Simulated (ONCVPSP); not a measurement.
**Pseudopotential generation, with input and output: H**

System: hydrogen (H, Z = 1), core none, reference valence 1s1, valence charge 1.
Method: ONCV potential, PBE, scalar-relativistic, made with ONCVPSP 4.0.1.

## Key numbers

- outcome: generated
- cutoffs needed: 32 Ha and 110 Ha (the cutoffs at which the residual kinetic energy of the hardest occupied pseudo-wave falls to 1 and 0.1 mHa per electron)
- ghost test: no bound ghost flagged; no localised positive-energy state flagged
- range over which the phases arctan(r R′/R) at the test radius agree within 0.05 rad (a looser test near the poles than one of phase shifts): s: up to about 4.0 Ha; p: not judged, local potential alone; d: not judged, local potential alone; f: not judged, local potential alone
- hardware: 1 CPU thread, shared host
- wall time: 0.8 s

## Input
```
# ATOM AND REFERENCE CONFIGURATION
# atsym  z   nc   nv     iexc    psfile
  H 1.00    0    1        4      upf
#
#   n    l    f
    1    0    1.00
#
# PSEUDOPOTENTIAL AND OPTIMIZATION
# lmax
    0
#
#   l,   rc,      ep,       ncon, nbas, qcut
    0    1.10    0.00    5    8    4.60
#
# LOCAL POTENTIAL
# lloc, lpopt,  rc(5),   dvloc0
    4    5    0.80    2.00
#
# VANDERBILT-KLEINMAN-BYLANDER PROJECTORs
# l, nproj, debl
    0    1    1.40
#
# MODEL CORE CHARGE
# icmod, fcfact, rcfact
    0    0.00    0.00
#
# LOG DERIVATIVE ANALYSIS
# epsh1, epsh2, depsh
   -2.00    5.00    0.02
#
# OUTPUT GRID
# rlmax, drl
    6.00    0.01
#
# TEST CONFIGURATIONS
# ncnf
    1
# nvcnf
#   n    l    f
    1
    1    0    0.50
#
```

Launched with:
```bash
oncvpsp.x < H.dat > H.out
```

## Output (extracts)
```
ONCVPSP  (Optimized Norm-Conservinng Vanderbilt PSeudopotential)
scalar-relativistic version 4.0.1

#   n    l    f        energy (Ha)
    1    0    1.00    -2.3860194E-01

Reference configufation results
  iterations    22
  all-electron total energy (Ha)   -4.58934602D-01

Begin loop to  construct optimized pseudo wave functions
and semi-local pseudopoentials for all angular momenta

Calculating optimized projector #   1

 for l=   0

    Fraction of norm inside rc  0.345055
    Optimizing pswf for qcut=   4.59 a_B^-1,  ecut=  10.55 Ha
    Residual kinetic energy error=  5.23D-03 Ha

    Energy error per electron        Cutoff
         Ha          eV             Ha
         0.01000     0.27211        8.34
         0.00100     0.02721       31.61
         0.00010     0.00272      109.89
         0.00001     0.00027      134.67

Construct Vanderbilt / Kleinmman-Bylander projectors

Pseudoatom total energy   -0.458495

Diagnostic tests using Vanderbilt-Kleinman-Bylander pseudopotentials
  1 or more projectors used as specified by nproj input data

   l    rcore       rmatch      e in        delta e   norm test  slope test

   0   1.1035545   1.1370608  -0.2386019  -0.0000020   0.9999989   1.0000232

 Testing for bound ghosts
   n   l    E NL Schr. Eq   E Basis Diag.   E Cutoff

   1   0       -0.238604       -0.178456    153.29

 Testing for highly-localized positive-energy ghosts
       l    <radius>/rc     E Basis Diag.   E Cutoff

Test configuration 0

   n   l     f        eae           eps        diff
   1   0  1.0000   -0.23860194   -0.23860392   -1.98D-06

    Total energies and differences
      AE_ref= -4.58934602D-01  AE_tst= -4.58934602D-01  dif=  0.00D+00
      PS_ref= -4.58494763D-01  PS_tst= -4.58494763D-01  dif=  1.11D-14
      PSP excitation error= -1.11D-14

Test configuration 1

   n   l     f        eae           eps        diff
   1   0  0.5000   -0.46601318   -0.46573112    2.82D-04

    Total energies and differences
      AE_ref= -4.58934602D-01  AE_tst= -2.83946893D-01  dif=  1.75D-01
      PS_ref= -4.58494763D-01  PS_tst= -2.83555943D-01  dif=  1.75D-01
      PSP excitation error=  4.89D-05
```

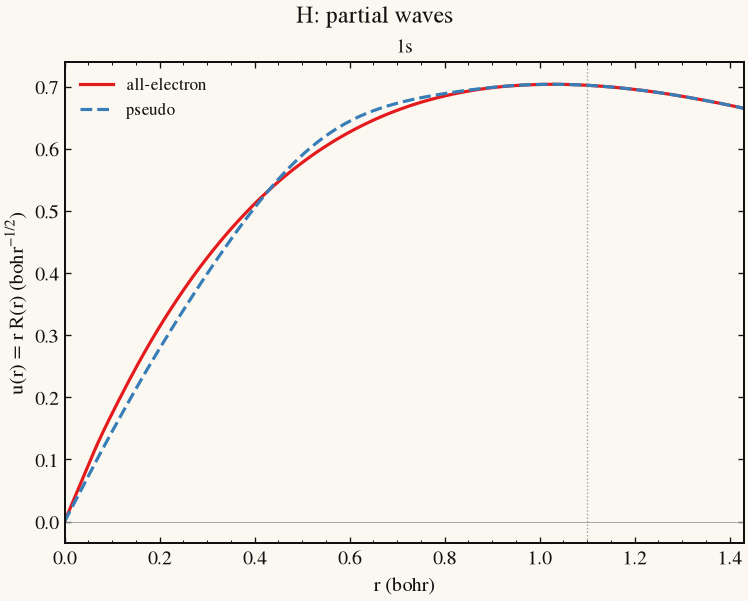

*Pseudo-waves (dashed) against the all-electron radial functions (solid). Dotted lines mark the matching radii.*

Pseudo-waves: 1s has no node.

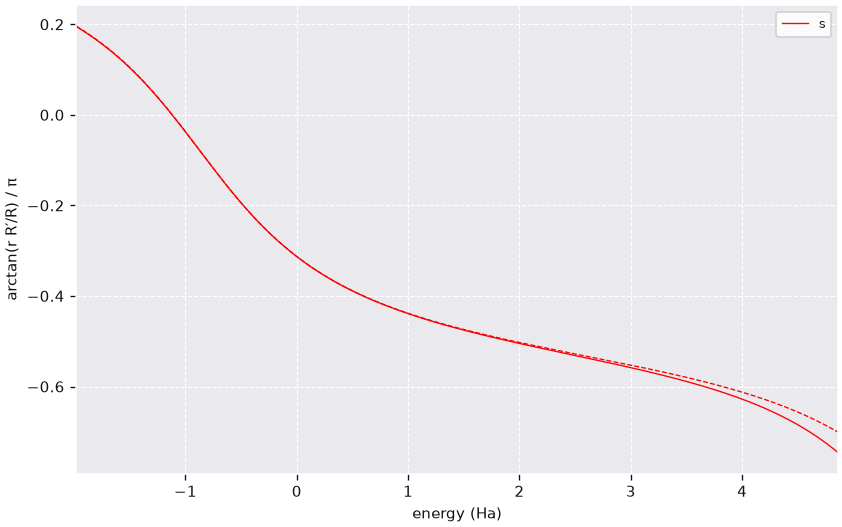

*Unwrapped phase arctan(r R′/R) in units of π against energy, all-electron (solid) and pseudo (dashed); the pseudo phase is matched to the all-electron one at the reference energy. Here R(r) is the radial function. Not drawn: p: not judged; d: not judged; f: not judged.*

- Poles, where the radial function vanishes at the test radius: s: all-electron at 1.9 Ha, pseudo at 2.0 Ha.
- Range over which the phases agree within 0.05 rad: s: up to about 4.0 Ha.

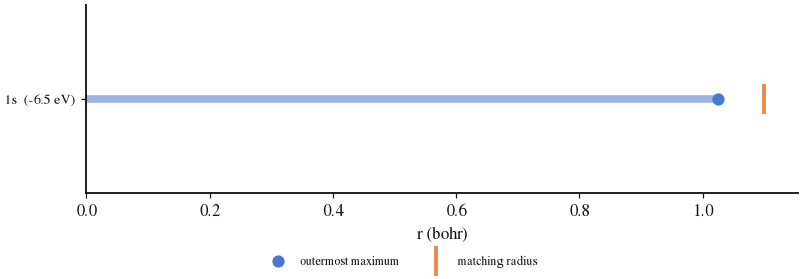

*Outer shells of the all-electron reference atom: each bar runs from the outermost node (or the nucleus) to the outermost maximum of u(r); the tick is the radius chosen for the pseudo-wave. Shells without a tick have no pseudo-wave of their own. Levels, nodes and maxima are from ld1.x, scalar-relativistic.*

- Radii against the shells: 1s: 1.10 bohr, outside the maximum.
